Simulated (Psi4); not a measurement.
## Geometry relaxation of BF (part 2 of 2)

The same run, continued: BF (13768-60-0), SMILES [B]F; PBE0/aug-cc-pVTZ, RKS (Psi4 1.11). The geometry comes from this level: PBE0-D4/def2-TZVP.

Geometry of the input (Å):
```
B  0.0000  -0.0000  -0.0094
F  -0.0000  0.0000  1.2537
```

### What the program printed, continued
```
   @RKS iter   0:  -124.57546130215172   -1.24575e+02   3.00525e-06
   @RKS iter   1:  -124.57544851916583    1.27830e-05   6.06059e-07 DIIS
   @RKS iter   2:  -124.57544851791005    1.25578e-09   9.80124e-07 DIIS
   @RKS iter   3:  -124.57544852025438   -2.34434e-09   4.96197e-08 DIIS
   @RKS iter   4:  -124.57544852025958   -5.20117e-12   9.08570e-09 DIIS
  Energy and wave function converged.

  ==> Post-Iterations <==

   Electrons on quadrature grid:
      Ntotal   =   13.9999999496 ; deviation = -5.036e-08

    Final Occupation by Irrep:
              A
    DOCC [     7 ]
    NA   [     7 ]
    NB   [     7 ]

  @RKS Final Energy:  -124.57544852025958

   => Energetics <=

    Nuclear Repulsion Energy =             18.8543292332646537
    One-Electron Energy =                -208.8666177714474088
    Two-Electron Energy =                  76.2667529682001373
    DFT Exchange-Correlation Energy =     -10.8299129502769578
    Empirical Dispersion Energy =           0.0000000000000000
    VV10 Nonlocal Energy =                  0.0000000000000000
    Total Energy =                       -124.5754485202595845

Computation Completed

Properties will be evaluated at   0.000000,   0.000000,   0.000000 [a0]

Properties computed using the SCF density matrix

 Multipole Moments:

 ------------------------------------------------------------------------------------
     Multipole            Electronic (a.u.)      Nuclear  (a.u.)        Total (a.u.)
 ------------------------------------------------------------------------------------

 L = 1.  Multiply by 2.5417464519 to convert [e a0] to [Debye]
 Dipole X            :         -0.0000000            0.0000000           -0.0000000
 Dipole Y            :          0.0000000            0.0000000            0.0000000
 Dipole Z            :          0.0675444            0.3254437            0.3929880
 Magnitude           :                                                    0.3929880

 ------------------------------------------------------------------------------------

	total time  =          3 seconds =       0.05 minutes

         ------------------------------------------------------------
                                   SCF GRAD
         ------------------------------------------------------------

  ==> Geometry <==

    Molecular point group: c1
    Full point group: C_inf_v

    Geometry (in Bohr), charge = 0, multiplicity = 1:

       Center              X                  Y                   Z               Mass
    ------------   -----------------  -----------------  -----------------  -----------------
         B            0.000000000000     0.000000000000    -1.511073864868    11.009305360000
         F            0.000000000000     0.000000000000     0.875645887570    18.998403162730

  Nuclear repulsion =   18.854329233264654

   => Molecular Quadrature <=

    Radial Scheme          =       TREUTLER
    Pruning Scheme         =           NONE
    Nuclear Scheme         =       TREUTLER

    Blocking Scheme        =         OCTREE
    BS radius alpha        =              1
    Pruning alpha          =              1
    Radial Points          =             99
    Spherical Points       =            590
    Total Points           =         115218
    Total Blocks           =            932
    Max Points             =            256
    Max Functions          =             92
    Weights Tolerance      =       1.00E-15

  -Total Gradient:
     Atom            X                  Y                   Z
    ------   -----------------  -----------------  -----------------
       1        0.000000000000    -0.000000000000    -0.000045190307
       2        0.000000000000     0.000000000000     0.000045345976

	total time  =          6 seconds =       0.10 minutes

    			-----------------------------------------

    			 OPTKING 3.0: for geometry optimizations

    			        with contributions from

    			-----------------------------------------

	                            ===> Fragment 1 <==

	 Z (Atomic Numbers)          Masses                          Geom
	       5.000000            11.009305          0.00000000  0.00000000 -1.51107386
	       9.000000            18.998403          0.00000000  0.00000000  0.87564589

	 - Coordinate -           - BOHR/RAD -       - ANG/DEG -
	 R(1,2)           =         2.386720           1.262998

	        --- Internal Coordinate Step in ANG or DEG, aJ/ANG or AJ/DEG ---
	-------------------------------------------------------------------------------
	           Coordinate      Previous         Force          Change          New
	           ----------      --------        ------          ------        ------
	               R(1,2)       1.26300       -0.00037       -0.00005       1.26295
	-------------------------------------------------------------------------------

	                                 ==> Convergence Check <==

	Measures of convergence in internal coordinates in au.

	Criteria marked as inactive (o), active & met (*), and active & unmet ( ).

	----------------------------------------------------------------------------------------------
	   Step    Total Energy     Delta E     Max Force     RMS Force      Max Disp      RMS Disp
	----------------------------------------------------------------------------------------------
	  Convergence Criteria              o    1.50e-05 *    1.00e-05 *    6.00e-05 *    4.00e-05 *
	----------------------------------------------------------------------------------------------
	     2    -124.57544852   -1.59e-08 o    4.53e-05      4.53e-05      8.60e-05      8.60e-05    ~
	----------------------------------------------------------------------------------------------

Next Geometry in Ang
	Fragment 1 (Ang)

	    B   0.0000000000   0.0000000000  -0.7996030942
	    F   0.0000000000   0.0000000000   0.4633490896

    Structure for next step:
    Molecular point group: c1
    Full point group: C_inf_v

    Geometry (in Bohr), charge = 0, multiplicity = 1:

    B            0.000000000000     0.000000000000    -1.511019406995
    F            0.000000000000     0.000000000000     0.875614330005

gradient() will perform analytic gradient computation.

  ==> Geometry <==

    Molecular point group: c1
    Full point group: C_inf_v

    Geometry (in Bohr), charge = 0, multiplicity = 1:

       Center              X                  Y                   Z               Mass
    ------------   -----------------  -----------------  -----------------  -----------------
         B            0.000000000000     0.000000000000    -1.511019406995    11.009305360000
         F            0.000000000000     0.000000000000     0.875614330005    18.998403162730

  Running in c1 symmetry.

  Rotational constants: A = ************  B =      1.51628  C =      1.51628 [cm^-1]
  Rotational constants: A = ************  B =  45456.83545  C =  45456.83545 [MHz]
  Nuclear repulsion =   18.855008752445052

  Charge       = 0
  Multiplicity = 1
  Electrons    = 14
  Nalpha       = 7
  Nbeta        = 7

   => Molecular Quadrature <=

    Radial Scheme          =       TREUTLER
    Pruning Scheme         =           NONE
    Nuclear Scheme         =       TREUTLER

    Blocking Scheme        =         OCTREE
    BS radius alpha        =              1
    Pruning alpha          =              1
    Radial Points          =             99
    Spherical Points       =            590
    Total Points           =         115222
    Total Blocks           =            932
    Max Points             =            256
    Max Functions          =             92
    Weights Tolerance      =       1.00E-15

  ==> DiskJK: Disk-Based J/K Matrices <==

    J tasked:                  Yes
    K tasked:                  Yes
    wK tasked:                  No
    Memory [MiB]:              849
    Schwarz Cutoff:          1E-12

  Cached 100.0% of DFT collocation blocks in 0.288 [GiB].

  Minimum eigenvalue in the overlap matrix is 3.0704168588E-04.
  Reciprocal condition number of the overlap matrix is 6.3525687252E-05.
    Using symmetric orthogonalization.

  ==> Iterations <==

                        Total Energy        Delta E     RMS |[F,P]|

   @RKS iter   0:  -124.57545482437149   -1.24575e+02   1.48228e-06
   @RKS iter   1:  -124.57544852192714    6.30244e-06   2.98319e-07 DIIS
   @RKS iter   2:  -124.57544852162390    3.03245e-10   4.82055e-07 DIIS
   @RKS iter   3:  -124.57544852219080   -5.66899e-10   2.45011e-08 DIIS
   @RKS iter   4:  -124.57544852219205   -1.25056e-12   4.49835e-09 DIIS
  Energy and wave function converged.

  ==> Post-Iterations <==

   Electrons on quadrature grid:
      Ntotal   =   13.9999999496 ; deviation = -5.040e-08

    Orbital Energies [Eh]
    ---------------------

    Doubly Occupied:

       1A    -24.864166     2A     -6.894473     3A     -1.335000
       4A     -0.642757     5A     -0.550096     6A     -0.550096
       7A     -0.295536

    Virtual:

       8A     -0.040725     9A     -0.040725    10A      0.016461
      11A      0.035779    12A      0.042011    13A      0.042011
      14A      0.120229    15A      0.133329    16A      0.133329
      17A      0.135316    18A      0.149408    19A      0.149408
      20A      0.202571    21A      0.202571    22A      0.247796
      23A      0.298831    24A      0.305343    25A      0.305343
      26A      0.413539    27A      0.477622    28A      0.504441
      29A      0.504441    30A      0.556736    31A      0.556736
      32A      0.566170    33A      0.566170    34A      0.576114
      35A      0.576114    36A      0.675639    37A      0.711437
      38A      0.711437    39A      0.825834    40A      0.898120
      41A      0.898120    42A      0.989405    43A      0.989405
      44A      0.990322    45A      1.248061    46A      1.248061
      47A      1.293354    48A      1.559423    49A      1.559423
      50A      1.746763    51A      1.824769    52A      1.824769
      53A      1.830033    54A      1.893677    55A      1.893677
      56A      1.955640    57A      1.955640    58A      1.972941
      59A      1.972941    60A      2.020447    61A      2.208839
      62A      2.208839    63A      2.645309    64A      2.645309
      65A      2.715244    66A      2.715244    67A      2.749073
      68A      2.951711    69A      2.954698    70A      2.954698
      71A      3.117761    72A      3.117761    73A      3.816345
      74A      3.816345    75A      4.019503    76A      5.053166
      77A      5.053166    78A      5.343514    79A      7.368904
      80A      8.238634    81A      8.238634    82A      8.408058
      83A      8.408058    84A      8.582462    85A      8.582462
      86A      8.749700    87A      8.749700    88A      8.788398
      89A      8.944884    90A      8.944884    91A      9.074416
      92A     14.550921

    Final Occupation by Irrep:
              A
    DOCC [     7 ]
    NA   [     7 ]
    NB   [     7 ]

  @RKS Final Energy:  -124.57544852219205

   => Energetics <=

    Nuclear Repulsion Energy =             18.8550087524450518
    One-Electron Energy =                -208.8678380974119477
    Two-Electron Energy =                  76.2673110165032568
    DFT Exchange-Correlation Energy =     -10.8299301937284103
    Empirical Dispersion Energy =           0.0000000000000000
    VV10 Nonlocal Energy =                  0.0000000000000000
    Total Energy =                       -124.5754485221920476

Computation Completed

Properties will be evaluated at   0.000000,   0.000000,   0.000000 [a0]

Properties computed using the SCF density matrix

 Multipole Moments:

 ------------------------------------------------------------------------------------
     Multipole            Electronic (a.u.)      Nuclear  (a.u.)        Total (a.u.)
 ------------------------------------------------------------------------------------

 L = 1.  Multiply by 2.5417464519 to convert [e a0] to [Debye]
 Dipole X            :         -0.0000000            0.0000000           -0.0000000
 Dipole Y            :         -0.0000000            0.0000000           -0.0000000
 Dipole Z            :          0.0676477            0.3254319            0.3930796
 Magnitude           :                                                    0.3930796

 ------------------------------------------------------------------------------------

	total time  =          5 seconds =       0.08 minutes

         ------------------------------------------------------------
                                   SCF GRAD
         ------------------------------------------------------------

  ==> Geometry <==

    Molecular point group: c1
    Full point group: C_inf_v

    Geometry (in Bohr), charge = 0, multiplicity = 1:

       Center              X                  Y                   Z               Mass
    ------------   -----------------  -----------------  -----------------  -----------------
         B            0.000000000000     0.000000000000    -1.511019406995    11.009305360000
         F            0.000000000000     0.000000000000     0.875614330005    18.998403162730

  Nuclear repulsion =   18.855008752445052

   => Molecular Quadrature <=

    Radial Scheme          =       TREUTLER
    Pruning Scheme         =           NONE
    Nuclear Scheme         =       TREUTLER

    Blocking Scheme        =         OCTREE
    BS radius alpha        =              1
    Pruning alpha          =              1
    Radial Points          =             99
    Spherical Points       =            590
    Total Points           =         115222
    Total Blocks           =            932
    Max Points             =            256
    Max Functions          =             92
    Weights Tolerance      =       1.00E-15

  -Total Gradient:
     Atom            X                  Y                   Z
    ------   -----------------  -----------------  -----------------
       1        0.000000000000    -0.000000000000     0.000000098239
       2        0.000000000000    -0.000000000000     0.000000062800

	total time  =          5 seconds =       0.08 minutes

    			-----------------------------------------

    			 OPTKING 3.0: for geometry optimizations

    			        with contributions from

    			-----------------------------------------

	                            ===> Fragment 1 <==

	 Z (Atomic Numbers)          Masses                          Geom
	       5.000000            11.009305          0.00000000  0.00000000 -1.51101941
	       9.000000            18.998403          0.00000000  0.00000000  0.87561433

	 - Coordinate -           - BOHR/RAD -       - ANG/DEG -
	 R(1,2)           =         2.386634           1.262952

	        --- Internal Coordinate Step in ANG or DEG, aJ/ANG or AJ/DEG ---
	-------------------------------------------------------------------------------
	           Coordinate      Previous         Force          Change          New
	           ----------      --------        ------          ------        ------
	               R(1,2)       1.26295        0.00000        0.00000       1.26295
	-------------------------------------------------------------------------------

	                                 ==> Convergence Check <==

	Measures of convergence in internal coordinates in au.

	Criteria marked as inactive (o), active & met (*), and active & unmet ( ).

	----------------------------------------------------------------------------------------------
	   Step    Total Energy     Delta E     Max Force     RMS Force      Max Disp      RMS Disp
	----------------------------------------------------------------------------------------------
	  Convergence Criteria              o    1.50e-05 *    1.00e-05 *    6.00e-05 *    4.00e-05 *
	----------------------------------------------------------------------------------------------
	     3    -124.57544852   -1.93e-09 o    1.77e-08 *    1.77e-08 *    3.37e-08 *    3.37e-08 *  ~
	----------------------------------------------------------------------------------------------

Next Geometry in Ang
	Fragment 1 (Ang)

	    B   0.0000000000   0.0000000000  -0.7995970440
	    F   0.0000000000   0.0000000000   0.4633551577

    Final optimized geometry and variables:
    Molecular point group: c1
    Full point group: C_inf_v

    Geometry (in Bohr), charge = 0, multiplicity = 1:

    B            0.000000000000     0.000000000000    -1.511019406995
    F            0.000000000000     0.000000000000     0.875614330005

[set-up sections that repeat, and orbital energies of the middle runs, are left out above]
```

### Standard output
```
Some dependencies such as QCElemental have not yet finished migration to pydantic v2. If issues are encountered please downgrade pydantic or upgrade QCElemental as appropriate
	Denominators (dg)(dq) or (dq)(dq) are very small.
	Skipping Hessian update for step 2.
Optimizer: Optimization complete!
pbe0/aug-cc-pVTZ energy: -124.5754485222 Eh
2
0 1 BF
B                     0.000000000000     0.000000000000    -0.799597035062
F                     0.000000000000     0.000000000000     0.463355148774

CURRENT ENERGY                                   -124.5754485222
CURRENT REFERENCE ENERGY                         -124.5754485222
DD SOLVATION ENERGY                                 0.0000000000
DFT FUNCTIONAL TOTAL ENERGY                      -124.5754485222
DFT TOTAL ENERGY                                 -124.5754485222
DFT VV10 ENERGY                                     0.0000000000
DFT XC ENERGY                                     -10.8299301937
GRID ELECTRONS ALPHA                                6.9999999748
GRID ELECTRONS BETA                                 6.9999999748
GRID ELECTRONS TOTAL                               13.9999999496
NUCLEAR REPULSION ENERGY                           18.8550087524
ONE-ELECTRON ENERGY                              -208.8678380974
OPTIMIZATION ITERATIONS                             3.0000000000
PCM POLARIZATION ENERGY                             0.0000000000
PE ENERGY                                           0.0000000000
SCF ITERATION ENERGY                             -124.5754485222
SCF ITERATIONS                                      4.0000000000
SCF TOTAL ENERGY                                 -124.5754485222
TWO-ELECTRON ENERGY                                76.2673110165
XC GRID RADIAL POINTS                              99.0000000000
XC GRID SPHERICAL POINTS                          590.0000000000
XC GRID TOTAL POINTS                           115222.0000000000
```

### Trajectory as extended XYZ (Å, eV, eV/Å), 3 frames, from step=0 to step=2
```
2
Properties=species:S:1:pos:R:3:forces:R:3 step=0 energy=-3389.87065
B     0.0000    0.0000   -0.0094    0.0000   0.0000   0.0070
F     0.0000    0.0000    1.2537    0.0000   0.0000  -0.0070
2
Properties=species:S:1:pos:R:3:forces:R:3 step=1 energy=-3389.87065
B     0.0000    0.0000   -0.0093    0.0000   0.0000   0.0023
F     0.0000    0.0000    1.2537    0.0000   0.0000  -0.0023
2
Properties=species:S:1:pos:R:3:forces:R:3 step=2 energy=-3389.87065
B     0.0000    0.0000   -0.0093    0.0000   0.0000   0.0000
F     0.0000    0.0000    1.2537    0.0000   0.0000   0.0000
```

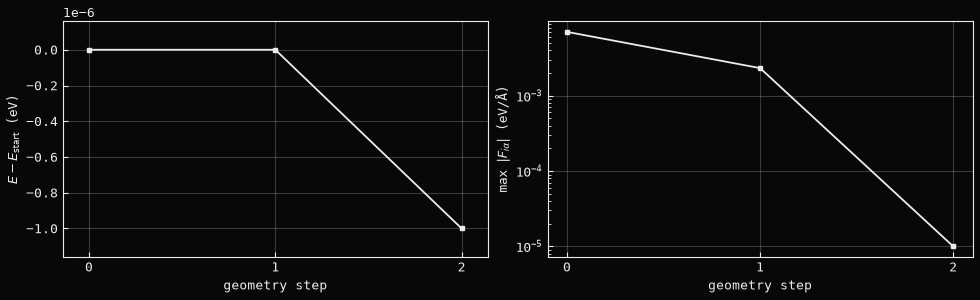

**Figure 1.** Progress of the relaxation, step by step (steps are counted from 0). The energy falls by next to nothing (0.0 eV) in 2 geometry steps. Largest force component: 0.007 eV/Å at the start, under 0.0001 eV/Å at the end. The atoms keep their places after the best rigid fit (all moves are under 0.005 Å).

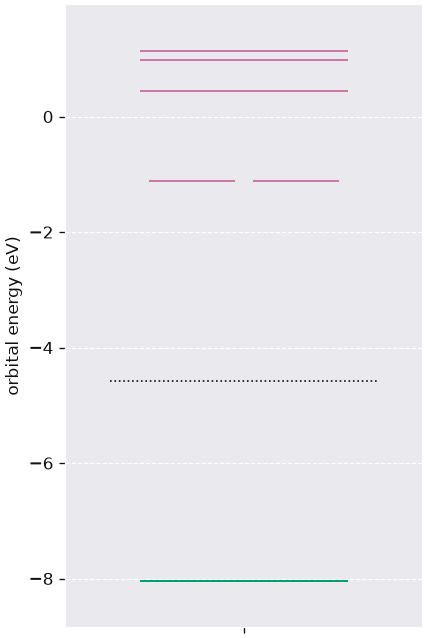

**Figure 2.** Orbital energies near the frontier; the dotted line parts filled from empty levels, and levels within 0.02 eV of each other stand side by side. Highest filled −8.04 eV, lowest empty −1.11 eV, 6.93 eV apart.
